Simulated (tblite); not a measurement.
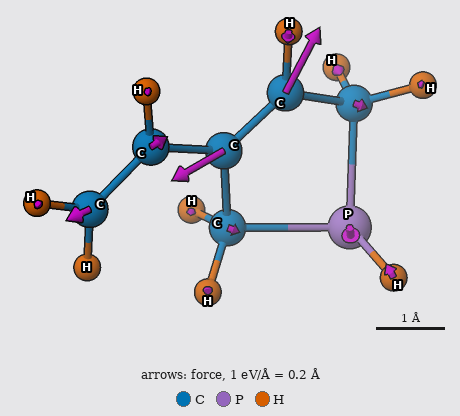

Starting geometry of C6H9P with the computed forces as purple arrows. Style: ball-and-stick. Shown at a tilt.

All numbers below come from GFN2-xTB geometry optimisation, gas phase in tblite. 

Is this structure relaxed? If not, where do the atoms go?

It isn't relaxed: the largest force vector, on a C atom, is 5.77 eV/Å. The final displacements follow the starting forces only in part (cosine between the two patterns 0.30). The energy falls by 0.831 eV in 64 geometry steps. An H atom moves most after the best rigid fit: 0.32 Å. By element the largest moves are H 0.32 Å, P 0.22 Å, C 0.10 Å. Near-neighbour distances that change, for instance: C–C 1.267 → 1.335 Å, C–H 1.132 → 1.079 Å, H–P 1.452 → 1.406 Å, C–C 1.482 → 1.448 Å. Among the angles between lasting bonds that change: C–P–H 112.7° → 93.8°, C–P–H 104.6° → 93.8°, H–C–H 115.0° → 107.6°.
